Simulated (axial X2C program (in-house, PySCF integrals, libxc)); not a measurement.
**ZnC⁺: bond curves with and without spin–orbit coupling**

What are the state, bond length, wavenumber and bond energy of ZnC⁺, and what does spin–orbit coupling change?

Computed with an in-house X2C program for linear molecules on PySCF integrals. Level: all-electron X2C, Zn dyall-cv3z, C dyall-v3z.

All values are calculated.

## 1. The job

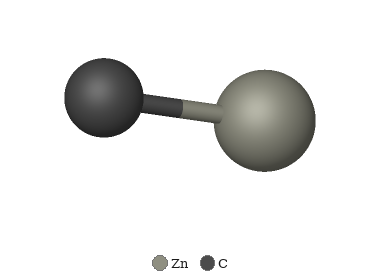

The two atoms at 1.870 Å (zinc grey, carbon dark grey).

The input, task.json:

```json
{"zs": [30, 6], "q": 1, "bas": ["dyall-cv3z", "dyall-v3z"], "levels": ["PBE0", "HF", "BLYP"], "cc": true, "r0": 1.87, "thr": -2.0, "nmax": 90, "npts": 10, "nst": 2, "ntry": 6}
```

Keys: zs atomic numbers; q charge; bas basis sets; levels methods (HF also brings MP2); cc coupled cluster on or off; r0 starting distance in Å; thr threshold in hartree for freezing inner shells (an s shell follows its p shell); nmax most natural virtual spinors; npts points asked for on the curve; nst determinants followed; ntry starts of the search.

Started as:

```console
> python so2c.py task.json out
```

Spin-free means the one-electron spin-free X2C Hamiltonian; two-component (2c) means X2C with spin–orbit coupling and atomic mean-field two-electron Coulomb and Gaunt terms. Basis: Zn dyall-cv3z contracted to [9s10p6d3f2g], C dyall-v3z contracted to [7s6p2d1f]; Gaussian nuclei, density fitting. Masses: Zn 63.929 u, C 12.000 u.

Notation: σ, π±, δ± give the projection m of an orbital's angular momentum (0, ±1, ±2), α and β its spin, Λ and M_S the sums; ω is the projection of a spinor's total angular momentum and Ω the sum. Logs are in hartree.

The results follow Hamiltonian by Hamiltonian and level by level.

## 2. State search with PBE0

PBE0 moves the distance from 1.870 Å to 2.075 Å and compares determinants there.

Spin-free determinants:

| ΔE (eV) | state | open shells |
| --- | --- | --- |
| 0.00 | M_S = 1/2, Λ = 1 | beyond closed shells: π+α |
| 0.51 | M_S = 3/2, Λ = 0 | beyond closed shells: σα, π+α, π-α |
| 1.23 | M_S = 1/2, Λ = 0 | beyond closed shells: σβ, π+α, π-α |
| 1.62 | M_S = 3/2, Λ = 1 | beyond closed shells: 2 × σα, π+α |
| 2.09 | M_S = 1/2, Λ = 0 | beyond closed shells: σα |
| 2.21 | M_S = 1/2, Λ = 1 | beyond closed shells: 2 × σα, π+β |
| 2.25 | M_S = 1/2, Λ = 0 | beyond closed shells: σα, π+β, π-α |

Two-component determinants:

| ΔE (eV) | state | open shells |
| --- | --- | --- |
| 0.00 | Ω = 1/2 | excess of +ω over −ω: ω = 1/2 |
| 0.01 | Ω = 3/2 | excess of +ω over −ω: ω = 3/2 |
| 1.23 | Ω = 1/2 | excess of +ω over −ω: 2 × ω = -1/2, ω = 3/2 |
| 1.63 | Ω = 5/2 | excess of +ω over −ω: 2 × ω = 1/2, ω = 3/2 |
| 2.21 | Ω = 3/2 | excess of +ω over −ω: 3 × ω = 1/2 |

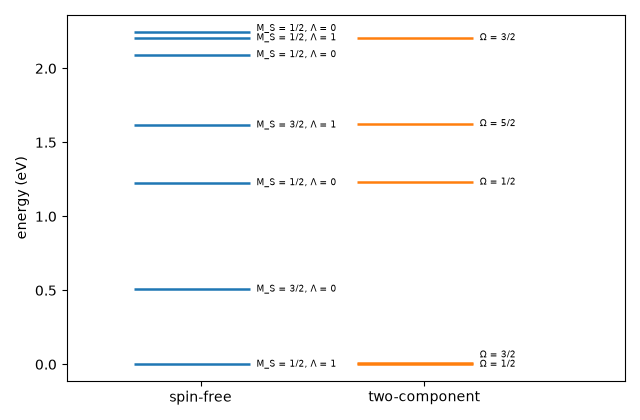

The determinants found, each set from its own lowest.

## 3. PBE0, spin-free

State followed: M_S = 1/2, Λ = 1 (beyond closed shells: π+α). The scan is laid around 2.075 Å, a first estimate of the minimum, and this SCF restarts from the orbitals of the search.

The SCF at the reference distance of 2.075 Å:

```text
spin-free X2C-1e  PBE0
basis functions 150  fitting functions 821  grid points 5080
iter        total energy     max residual
   1      -1833.258262763     2.26e-06
   2      -1833.258262763     1.60e-06
converged
one-electron -2635.24678301  Coulomb 832.85783817  exact exchange -18.80492338  xc functional -57.96892368  nuclear repulsion 45.90452914
```

Along the bond, energies from the lowest point:

```tsv
R (Å)	E (eV)	μ (D)	HOMO (eV)	LUMO (eV)	iterations
1.805	0.3702	-1.29	-14.43	-11.48	10
1.888	0.1498	-1.12	-14.39	-11.34	12
1.950	0.0573	-0.97	-14.35	-11.26	12
2.013	0.0110	-0.80	-14.31	-11.19	12
2.075	0.0000	-0.63	-14.26	-11.13	2
2.148	0.0198	-0.40	-14.21	-11.08	11
2.220	0.0644	-0.17	-14.16	-11.04	11
2.314	0.1443	0.12	-14.10	-10.99	11
2.428	0.2599	0.45	-14.04	-10.93	12
2.594	0.4353	0.81	-14.00	-10.81	11
```

Dipoles are positive if C is the positive end and refer to the centre of mass.

Outer orbitals at the reference distance:

| symmetry | occupied | ε (eV) | atomic character |
| --- | --- | --- | --- |
| σα | yes | -24.23 | 68% C s, 17% Zn d, 7% Zn p |
| σβ | yes | -22.75 | 52% Zn d, 37% C s, 4% Zn s |
| π+α | yes | -21.71 | 99% Zn d |
| π+β | yes | -21.68 | 99% Zn d |
| π-β | yes | -21.68 | 99% Zn d |
| δ+β | yes | -21.68 | 100% Zn d |
| δ-β | yes | -21.68 | 100% Zn d |
| π-α | yes | -21.66 | 99% Zn d |
| δ+α | yes | -21.64 | 100% Zn d |
| δ-α | yes | -21.64 | 100% Zn d |
| σα | yes | -21.34 | 84% Zn d, 12% C s |
| σβ | yes | -20.73 | 50% Zn d, 38% C s, 6% Zn s |
| σα | yes | -15.04 | 62% C p, 28% Zn s, 6% C s |
| π+α | yes | -14.38 | 94% C p, 4% Zn p, 2% Zn d |
| σβ | yes | -14.26 | 46% Zn s, 41% C p, 9% C s |
| π-α | no | -11.13 | 91% C p, 7% Zn p, 2% Zn d |
| σα | no | -9.96 | 48% Zn s, 25% C p, 24% Zn p |
| σβ | no | -9.70 | 42% C p, 28% Zn p, 27% Zn s |
| π+β | no | -9.56 | 83% C p, 15% Zn p |

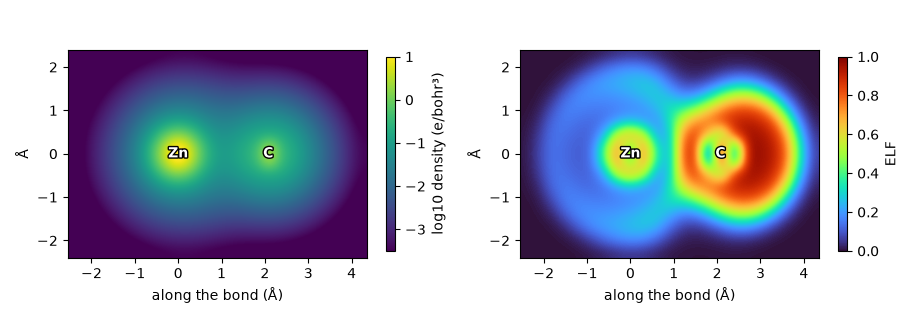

PBE0 fields in a plane through the axis, from a grid of 0.3 Å; Zn lies at z = 0 and C at z = 2.075 Å; the ELF is damped to zero where the density is low.

Re = 2.067 Å, ωe = 435 cm⁻¹, ωexe = 4.58 cm⁻¹, Be = 0.3905 cm⁻¹, De = 1.62 eV, μ = -0.65 D.

## 4. HF, spin-free

Output at 2.075 Å:

```text
spin-free X2C-1e  HF
basis functions 150  fitting functions 821  grid points 5080
iter        total energy     max residual
   1      -1831.704109241     1.67e-01
   2      -1831.731935179     1.71e-02
   3      -1831.735029394     2.07e-02
   4      -1831.737906244     1.03e-02
   5      -1831.740526561     9.95e-03
   6      -1831.742354438     9.56e-03
   7      -1831.750181058     3.05e-03
   8      -1831.749543813     5.63e-03
   9      -1831.751006610     6.89e-04
  10      -1831.751007616     8.78e-04
  11      -1831.750991102     1.09e-03
  12      -1831.751026968     2.66e-04
  13      -1831.751028917     6.47e-05
  14      -1831.751029048     8.37e-06
  15      -1831.751029050     3.83e-06
  16      -1831.751029050     2.47e-06
converged
one-electron -2636.45224126  Coulomb 834.24971542  exact exchange -75.45303235  xc functional 0.00000000  nuclear repulsion 45.90452914
```

No constants are quoted: too few points lie around the minimum for a second fit to confirm the first.

## 5. BLYP, spin-free

The SCF at the reference distance of 2.075 Å:

```text
spin-free X2C-1e  BLYP
basis functions 150  fitting functions 821  grid points 5080
iter        total energy     max residual
   1      -1833.678562221     8.80e-02
   2      -1833.681238508     3.41e-02
   3      -1833.665929801     6.00e-02
   4      -1833.686087792     9.27e-03
   5      -1833.684376365     1.80e-02
   6      -1833.686845193     1.50e-03
   7      -1833.686867778     3.82e-04
   8      -1833.686875634     7.82e-05
   9      -1833.686875906     1.55e-05
  10      -1833.686875908     6.55e-06
  11      -1833.686875908     3.18e-07
converged
one-electron -2634.49781776  Coulomb 832.05102796  exact exchange 0.00000000  xc functional -77.14461525  nuclear repulsion 45.90452914
```

Re = 2.077 Å, ωe = 415 cm⁻¹, ωexe = 3.43 cm⁻¹, Be = 0.3868 cm⁻¹, De = 1.98 eV, μ = -0.09 D.

## 6. MP2 and beyond, spin-free

Correlated methods: 15 electrons correlated (frozen shells, counted by type: Zn 3 s, 2 p; C 1 s), 225 virtual spinors in MP2, 90 natural virtuals in coupled cluster.

Output of the correlated part at 2.075 Å:

```text
correlated 15  virtual 225  natural virtual 90  E(MP2) -0.576038002  MP2 remainder -0.047115733
iter   CCSD correlation   residual
   1     -0.482884791   1.59e-01
   2     -0.502686288   7.46e-02
   3     -0.507694036   4.43e-02
   4     -0.508363231   2.62e-02
   5     -0.509794942   1.67e-02
   6     -0.510412376   7.38e-03
   7     -0.510388879   3.14e-03
   8     -0.510417601   1.25e-03
   9     -0.510422082   6.45e-04
  10     -0.510414634   3.19e-04
  11     -0.510414356   1.30e-04
  12     -0.510413564   5.60e-05
  13     -0.510412743   2.85e-05
  14     -0.510412305   1.76e-05
  15     -0.510411814   1.14e-05
  16     -0.510411307   7.68e-06
  17     -0.510410989   4.47e-06
  18     -0.510410878   2.30e-06
  19     -0.510410825   1.22e-06
  20     -0.510410823   6.25e-07
(T) -0.014599519  T1 0.0513  D1 0.1631  max T2 0.120
```

T1 in the output is the amplitude norm over the root of the electron number; divide by √2 for the Lee–Taylor value.

MP2: No constants are quoted: the reference is strongly spin-contaminated.

CCSD: Re = 2.112 Å, ωe = 386 cm⁻¹, ωexe = 3.62 cm⁻¹, Be = 0.3741 cm⁻¹, De = 1.28 eV. T1 at Re = 0.035 (Lee–Taylor, the printed value over √2).

CCSD(T): Re = 2.084 Å, ωe = 406 cm⁻¹, ωexe = 3.76 cm⁻¹, Be = 0.3841 cm⁻¹, De = 1.31 eV. T1 at Re = 0.036 (Lee–Taylor, the printed value over √2).

## 7. A higher determinant, spin-free

State: M_S = 3/2, Λ = 0 (beyond closed shells: σα, π+α, π-α).

Output at the reference distance:

```text
spin-free X2C-1e  PBE0
basis functions 150  fitting functions 821  grid points 5080
iter        total energy     max residual
   1      -1833.239621820     2.87e-05
   2      -1833.239621825     3.43e-05
   3      -1833.239621834     1.38e-05
   4      -1833.239621835     7.36e-06
converged
one-electron -2634.53660489  Coulomb 832.25271771  exact exchange -18.83573009  xc functional -58.02453371  nuclear repulsion 45.90452914
```

```tsv
R (Å)	E above the lowest PBE0 point (eV)
1.805	0.327
1.888	0.301
1.950	0.340
2.013	0.413
2.075	0.507
2.148	0.631
2.220	0.759
2.314	0.918
2.428	1.091
```

Re = 1.867 Å, ωe = 618 cm⁻¹, Be = 0.4788 cm⁻¹, μ = -2.20 D. Te = 0.30 eV.

## 8. The spin-free curves together

Energy (eV) of the followed determinant, spin-free, from each level's lowest point:

```tsv
R (Å)	PBE0	HF	MP2 (spin-contaminated)	CCSD	CCSD(T)	BLYP
1.805	0.370	1.043	0.444	n/a	n/a	0.367
1.888	0.150	0.650	0.213	0.198	0.163	0.154
1.950	0.057	0.439	0.106	0.091	0.068	0.062
2.013	0.011	0.283	0.041	0.028	0.017	0.015
2.075	0.000	0.171	0.008	0.001	0.000	0.000
2.148	0.020	0.083	0.000	0.000	0.011	0.014
2.220	0.064	0.030	0.015	0.024	0.046	0.053
2.314	0.144	0.000	0.059	0.080	0.114	0.127
2.428	0.260	0.003	0.136	n/a	n/a	0.240
2.594	0.435	0.052	0.267	n/a	n/a	0.421
```

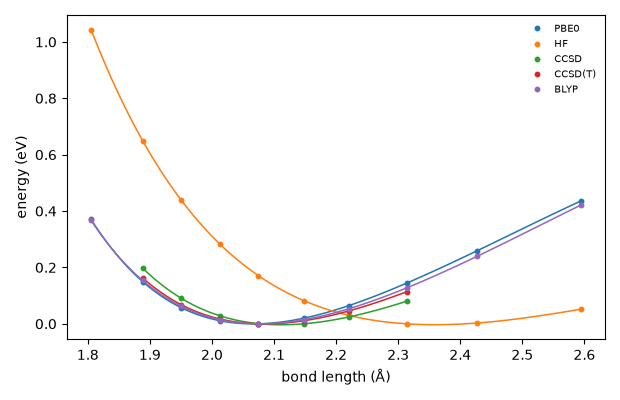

Curves of the followed state, spin-free, each from its own lowest point. Left out: MP2.

## 9. PBE0, 2c

State followed: Ω = 1/2 (excess of +ω over −ω: ω = 1/2). The scan is laid around 2.075 Å, a first estimate of the minimum, and this SCF restarts from the orbitals of the search.

Output at 2.075 Å:

```text
two-component X2C + atomic mean field  PBE0
basis functions 150  fitting functions 821  grid points 5080
iter        total energy     max residual
   1      -1832.716015709     5.79e-06
   2      -1832.716015710     5.67e-06
converged
one-electron -2633.86543371  Coulomb 832.56867529  exact exchange -18.79881313  xc functional -57.94989394  nuclear repulsion 45.90452914  atomic mean-field constant -0.57507937
```

Along the bond, energies from the lowest point:

```tsv
R (Å)	E (eV)	μ (D)	HOMO (eV)	LUMO (eV)	iterations
1.805	0.3681	-1.29	-14.43	-11.47	10
1.888	0.1485	-1.12	-14.39	-11.33	12
1.950	0.0565	-0.97	-14.35	-11.25	12
2.013	0.0107	-0.80	-14.31	-11.18	12
2.075	0.0000	-0.63	-14.26	-11.12	2
2.148	0.0201	-0.40	-14.21	-11.07	11
2.220	0.0649	-0.17	-14.15	-11.03	11
2.314	0.1451	0.12	-14.10	-10.98	11
2.428	0.2607	0.45	-14.04	-10.92	12
2.594	0.4364	0.81	-14.00	-10.81	11
```

Dipoles are positive if C is the positive end and refer to the centre of mass.

Outer spinors at the reference distance:

| ω | occupied | ε (eV) | atomic character | λ mixture |
| --- | --- | --- | --- | --- |
| -1/2 | yes | -24.23 | 68% C s, 18% Zn d, 7% Zn p | 100% σ |
| 1/2 | yes | -22.77 | 53% Zn d, 36% C s, 4% Zn s | 99% σ, 1% π |
| -3/2 | yes | -21.88 | 100% Zn d | 82% δ, 18% π |
| 3/2 | yes | -21.86 | 100% Zn d | 76% δ, 24% π |
| -1/2 | yes | -21.81 | 97% Zn d | 90% π, 10% σ |
| 1/2 | yes | -21.79 | 97% Zn d | 97% π, 3% σ |
| 3/2 | yes | -21.55 | 100% Zn d | 76% π, 24% δ |
| 5/2 | yes | -21.55 | 100% Zn d | 100% δ |
| -3/2 | yes | -21.53 | 99% Zn d | 82% π, 18% δ |
| -5/2 | yes | -21.51 | 100% Zn d | 100% δ |
| -1/2 | yes | -21.29 | 86% Zn d, 11% C s | 90% σ, 10% π |
| 1/2 | yes | -20.72 | 51% Zn d, 38% C s, 6% Zn s | 99% σ, 1% π |
| -1/2 | yes | -15.03 | 62% C p, 28% Zn s, 6% C s | 100% σ |
| 1/2 | yes | -14.39 | 94% C p, 4% Zn p, 2% Zn d | 100% π |
| 1/2 | yes | -14.26 | 46% Zn s, 41% C p, 9% C s | 100% σ |
| -3/2 | no | -11.12 | 91% C p, 7% Zn p, 2% Zn d | 100% π |
| -1/2 | no | -9.96 | 48% Zn s, 25% C p, 24% Zn p | 100% σ |
| 1/2 | no | -9.70 | 42% C p, 28% Zn p, 27% Zn s | 100% σ |
| -1/2 | no | -9.57 | 82% C p, 15% Zn p | 100% π |

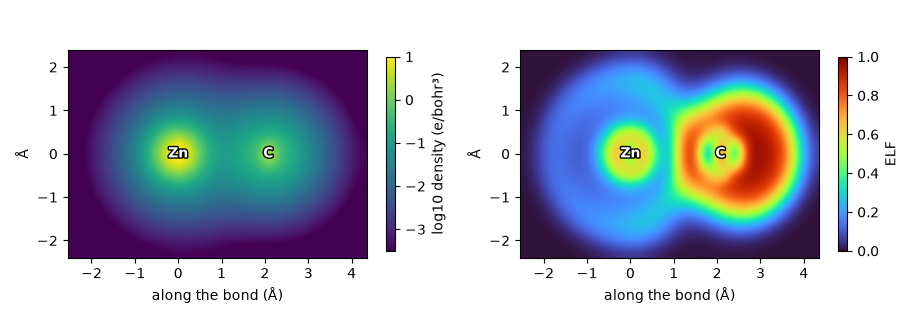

PBE0 fields in a plane through the axis, from a grid of 0.3 Å; Zn lies at z = 0 and C at z = 2.075 Å; the ELF is damped to zero where the density is low.

Re = 2.066 Å, ωe = 435 cm⁻¹, ωexe = 4.57 cm⁻¹, Be = 0.3908 cm⁻¹, De = 1.62 eV, μ = -0.65 D.

## 10. HF, 2c

The SCF at the reference distance of 2.075 Å:

```text
two-component X2C + atomic mean field  HF
basis functions 150  fitting functions 821  grid points 5080
iter        total energy     max residual
   1      -1831.162561175     1.67e-01
   2      -1831.190388292     1.72e-02
   3      -1831.193479450     2.07e-02
   4      -1831.196350008     1.02e-02
   5      -1831.198966588     9.94e-03
   6      -1831.200777664     9.57e-03
   7      -1831.208606227     3.12e-03
   8      -1831.207990870     5.64e-03
   9      -1831.209458316     6.90e-04
  10      -1831.209459309     8.71e-04
  11      -1831.209441419     1.11e-03
  12      -1831.209478385     2.67e-04
  13      -1831.209480342     6.64e-05
  14      -1831.209480480     8.74e-06
  15      -1831.209480481     4.01e-06
  16      -1831.209480482     2.74e-06
converged
one-electron -2635.06976548  Coulomb 833.95944054  exact exchange -75.42860531  xc functional 0.00000000  nuclear repulsion 45.90452914  atomic mean-field constant -0.57507937
```

No constants are quoted: too few points lie around the minimum for a second fit to confirm the first.

## 11. BLYP, 2c

Output at 2.075 Å:

```text
two-component X2C + atomic mean field  BLYP
basis functions 150  fitting functions 821  grid points 5080
iter        total energy     max residual
   1      -1833.135804432     8.88e-02
   2      -1833.138477612     3.42e-02
   3      -1833.123150268     6.01e-02
   4      -1833.143328694     9.31e-03
   5      -1833.141619311     1.80e-02
   6      -1833.144091191     1.50e-03
   7      -1833.144113762     3.82e-04
   8      -1833.144121593     7.82e-05
   9      -1833.144121865     1.55e-05
  10      -1833.144121867     6.54e-06
  11      -1833.144121868     3.19e-07
converged
one-electron -2633.11638172  Coulomb 831.76174034  exact exchange 0.00000000  xc functional -77.11893026  nuclear repulsion 45.90452914  atomic mean-field constant -0.57507937
```

Re = 2.076 Å, ωe = 415 cm⁻¹, ωexe = 3.43 cm⁻¹, Be = 0.3871 cm⁻¹, De = 1.99 eV, μ = -0.10 D.

## 12. Correlated methods, 2c

Correlated methods: 15 electrons correlated (frozen shells, counted by type: Zn 3 s, 2 p; C 1 s), 225 virtual spinors in MP2, 90 natural virtuals in coupled cluster.

Output of the correlated part at 2.075 Å:

```text
correlated 15  virtual 225  natural virtual 90  E(MP2) -0.575838434  MP2 remainder -0.047126843
iter   CCSD correlation   residual
   1     -0.482756191   1.59e-01
   2     -0.502534371   7.46e-02
   3     -0.507540955   4.43e-02
   4     -0.508212057   2.62e-02
   5     -0.509645195   1.67e-02
   6     -0.510263327   7.38e-03
   7     -0.510239974   3.14e-03
   8     -0.510268538   1.25e-03
   9     -0.510273124   6.45e-04
  10     -0.510265624   3.19e-04
  11     -0.510265351   1.31e-04
  12     -0.510264558   5.71e-05
  13     -0.510263738   3.00e-05
  14     -0.510263299   1.93e-05
  15     -0.510262788   1.30e-05
  16     -0.510262248   8.98e-06
  17     -0.510261921   5.38e-06
  18     -0.510261816   2.99e-06
  19     -0.510261768   1.81e-06
  20     -0.510261781   1.11e-06
(T) -0.014587273  T1 0.0514  D1 0.1632  max T2 0.120
```

MP2: No constants are quoted: the reference is strongly spin-contaminated.

CCSD: Re = 2.111 Å, ωe = 386 cm⁻¹, ωexe = 3.63 cm⁻¹, Be = 0.3743 cm⁻¹, De = 1.28 eV. T1 at Re = 0.035 (Lee–Taylor, the printed value over √2).

CCSD(T): Re = 2.084 Å, ωe = 406 cm⁻¹, ωexe = 3.72 cm⁻¹, Be = 0.3842 cm⁻¹, De = 1.32 eV. T1 at Re = 0.036 (Lee–Taylor, the printed value over √2).

## 13. A higher determinant, 2c

State: Ω = 3/2 (excess of +ω over −ω: ω = 3/2).

Output at the reference distance:

```text
two-component X2C + atomic mean field  PBE0
basis functions 150  fitting functions 821  grid points 5080
iter        total energy     max residual
   1      -1832.715682286     5.74e-06
   2      -1832.715682289     4.95e-06
   3      -1832.715682290     4.17e-06
converged
one-electron -2633.86603475  Coulomb 832.56980630  exact exchange -18.79889576  xc functional -57.95000786  nuclear repulsion 45.90452914  atomic mean-field constant -0.57507937
```

```tsv
R (Å)	E above the lowest PBE0 point (eV)
1.805	0.384
1.888	0.162
1.950	0.068
2.013	0.021
2.075	0.009
2.148	0.028
2.220	0.072
2.314	0.151
2.428	0.267
```

Re = 2.069 Å, ωe = 434 cm⁻¹, ωexe = 4.58 cm⁻¹, Be = 0.3899 cm⁻¹, μ = -0.65 D. Te = 0.01 eV.

## 14. The 2c curves together

Energy (eV) of the followed determinant, 2c, from each level's lowest point:

```tsv
R (Å)	PBE0	HF	MP2 (spin-contaminated)	CCSD	CCSD(T)	BLYP
1.805	0.368	1.043	0.443	n/a	n/a	0.364
1.888	0.149	0.650	0.213	0.197	0.162	0.152
1.950	0.057	0.439	0.106	0.090	0.067	0.061
2.013	0.011	0.283	0.041	0.028	0.017	0.014
2.075	0.000	0.171	0.008	0.001	0.000	0.000
2.148	0.020	0.083	0.000	0.000	0.011	0.015
2.220	0.065	0.030	0.015	0.024	0.046	0.054
2.314	0.145	0.000	0.059	0.080	0.114	0.128
2.428	0.261	0.003	0.135	n/a	n/a	0.241
2.594	0.436	0.052	0.267	n/a	n/a	0.422
```

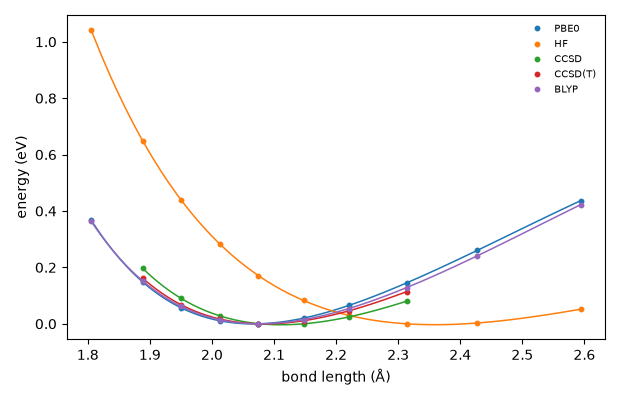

Curves of the followed state, 2c, each from its own lowest point. Left out: MP2.

Time for the job: 2.6 min (1 thread of Arm Neoverse V2, shared host).

## 15. Results

Lowest determinant that the search found at its distance, spin-free: M_S = 1/2, Λ = 1 (beyond closed shells: π+α).

Lowest determinant that the search found at its distance, 2c: Ω = 1/2 (excess of +ω over −ω: ω = 1/2).

```json
{"Hamiltonian": "spin-free", "level": "PBE0", "Re (Å)": "2.067", "ωe (cm⁻¹)": "435", "De (eV)": "1.62", "μ (D)": "-0.65"}
{"Hamiltonian": "spin-free", "level": "CCSD", "Re (Å)": "2.112", "ωe (cm⁻¹)": "386", "De (eV)": "1.28", "μ (D)": "n/a"}
{"Hamiltonian": "spin-free", "level": "CCSD(T)", "Re (Å)": "2.084", "ωe (cm⁻¹)": "406", "De (eV)": "1.31", "μ (D)": "n/a"}
{"Hamiltonian": "spin-free", "level": "BLYP", "Re (Å)": "2.077", "ωe (cm⁻¹)": "415", "De (eV)": "1.98", "μ (D)": "-0.09"}
{"Hamiltonian": "2c", "level": "PBE0", "Re (Å)": "2.066", "ωe (cm⁻¹)": "435", "De (eV)": "1.62", "μ (D)": "-0.65"}
{"Hamiltonian": "2c", "level": "CCSD", "Re (Å)": "2.111", "ωe (cm⁻¹)": "386", "De (eV)": "1.28", "μ (D)": "n/a"}
{"Hamiltonian": "2c", "level": "CCSD(T)", "Re (Å)": "2.084", "ωe (cm⁻¹)": "406", "De (eV)": "1.32", "μ (D)": "n/a"}
{"Hamiltonian": "2c", "level": "BLYP", "Re (Å)": "2.076", "ωe (cm⁻¹)": "415", "De (eV)": "1.99", "μ (D)": "-0.10"}
```

Dipoles are positive if C is the positive end and refer to the centre of mass. No constants: spin-free HF (too few points lie around the minimum for a second fit to confirm the first); spin-free MP2 (the reference is strongly spin-contaminated); 2c HF (too few points lie around the minimum for a second fit to confirm the first); 2c MP2 (the reference is strongly spin-contaminated).

Time per point (s) on 1 thread of Arm Neoverse V2, shared host (2c runs; CCSD comes with the CCSD(T) run); the times are rough: PBE0 0.32, CCSD(T) 8.2, BLYP 0.21.

In words: At CCSD(T), going from spin-free to two-component changes Re by 0 mÅ, ωe by 0.0 %; the spin-free picture holds up (part of it comes from the scalar share of the two-electron terms). De moves by 0.00 eV; both De rest on single-determinant atoms, which can miss part of an open shell's spin–orbit lowering.

De refers to Zn+ + C, each in the lowest determinant found, which need not be this curve's own limit. Each curve is one determinant whose occupation by symmetry is held fixed; it was picked as the lowest of a PBE0 search that is not exhaustive. De is counted from the lowest determinant-based energies of the atoms at the same level, without counterpoise correction. Density functionals use the spin component along the axis (collinear). CCSD and (T) use frozen natural virtuals with an MP2 correction for the truncation. The spin-free determinant is spin-contaminated at some levels. T1 at Re is 0.036 (Lee–Taylor), above the customary mark of 0.02.
